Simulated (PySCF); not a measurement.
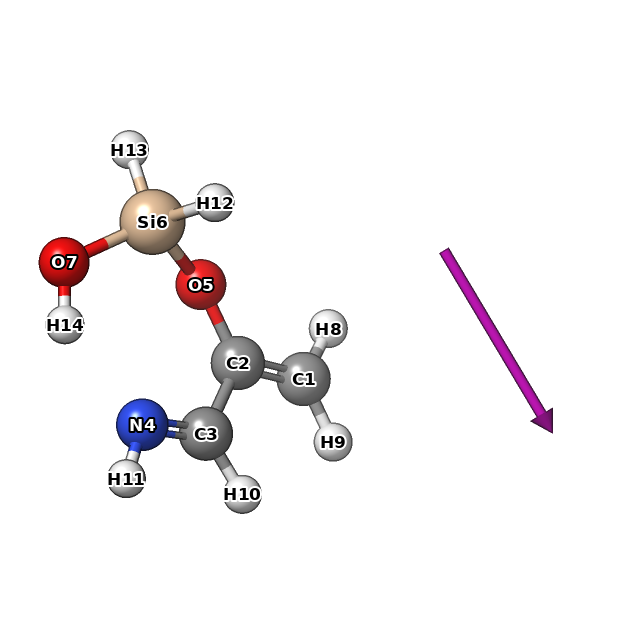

The arrow beside the molecule shows the direction of the dipole moment, from the negative to the positive end (its length means nothing). Computed geometry: GFN2-xTB optimisation. No frequency run is at hand to confirm it as a minimum. Level of theory: PBE0/pcSseg-1, gas phase (PySCF 2.14.0).

Question: How large is the dipole moment?

Answer: 4.06 D; it points from the side of H13 to the side of H9, H10 (the outermost atoms at the two ends).

The geometry is semi-empirical. Around Si such bond lengths and angles can be off by a tenth of an ångström or more and by several degrees, and values that hang on the shape move with them.
